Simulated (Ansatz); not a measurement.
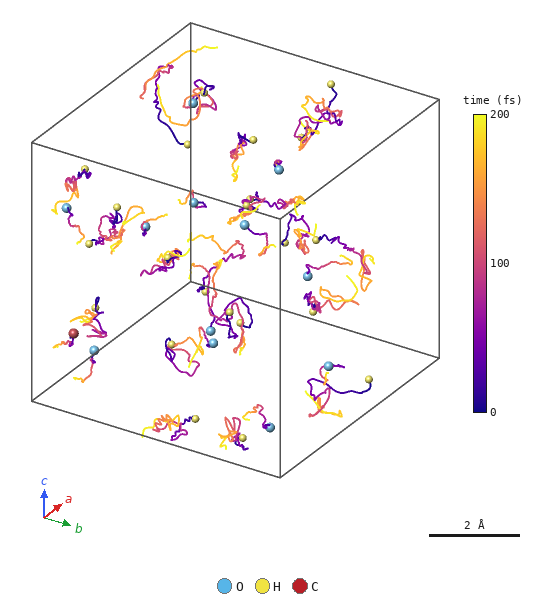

Molecular dynamics of a periodic cell with 10 H2O + 1 HCOOH at 1.293 g/cm³, 200 fs long. It starts from the last geometry of an earlier run, with fresh velocities. Lines trace each atom's path, coloured by time; spheres stand at the starting positions. Seen from a free direction in the simulation cell.

The calculation used Ansatz 0.2.0, DFT PBE-D3(BJ), scalar-relativistic, plane waves, PAW. Run with plane-wave cutoff 420 eV; k-point mesh 1 × 1 × 1; Fermi-Dirac smearing 0.05 eV; low-accuracy preset; Langevin thermostat (NVT); set temperature 700 K; time step 0.5 fs; friction 0.02 per fs.

> Describe the motion.

In the second half of the run the atoms are, in the root-mean-square, this far from where they began (common drift taken out): H 1.00 Å, O 0.74 Å, C 0.40 Å. The heavy atoms stay within a fraction of a molecule's size of their starting places; so short a run doesn't tell a liquid from a solid. Over the second half the temperature averages 691 K (spread ±96 K). The potential energy in the second half lies on average 20.9 meV per atom below the first frame.

Limits of the set-up: the program's low-accuracy preset was used; the periodic images lie only 6.6 Å apart, so the values are limited by the cell's size.

The run took 7.7 min on 1 thread of Intel(R) Xeon(R) 6975P-C (Granite Rapids), with other jobs on the host, peak memory 0.45 GiB.
